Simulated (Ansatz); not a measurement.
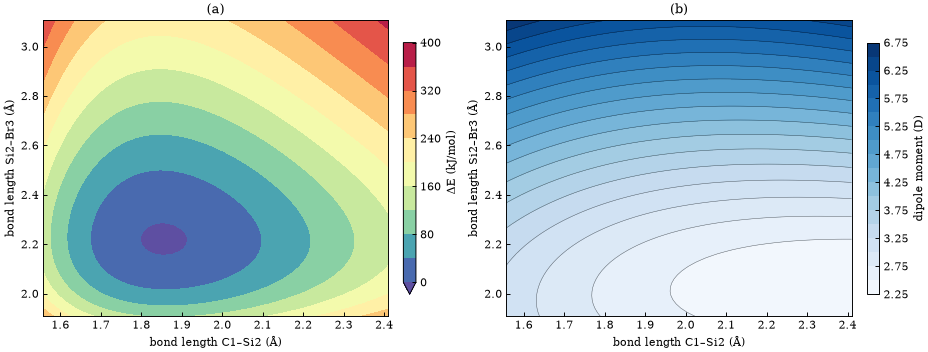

C2H5BrOSi, SMILES C[Si]1(Br)CO1. 
- First axis: bond length C1–Si2. Second axis: bond length Si2–Br3.
- Nothing is relaxed (all other coordinates rigid).
- Grid: 11 × 11 points.
- All energies are given in kJ/mol relative to the lowest grid point.
- All numbers below come from RHF/def2-SVP (Ansatz 0.2.0).

Panel (a) is the energy and panel (b) the computed dipole moment on the same grid.

Drawn: filled contours. Between grid points the surface is interpolated.

> How does the dipole moment vary over the map, and what is it at the lowest grid point?

Leaving out the highest fifth of the energies, it runs from 2.25 D at bond length C1–Si2 = 2.410 Å, bond length Si2–Br3 = 2.028 Å to 6.24 D at bond length C1–Si2 = 1.813 Å, bond length Si2–Br3 = 3.106 Å. At the lowest grid point, bond length C1–Si2 = 1.813 Å, bond length Si2–Br3 = 2.267 Å, it is 2.98 D.
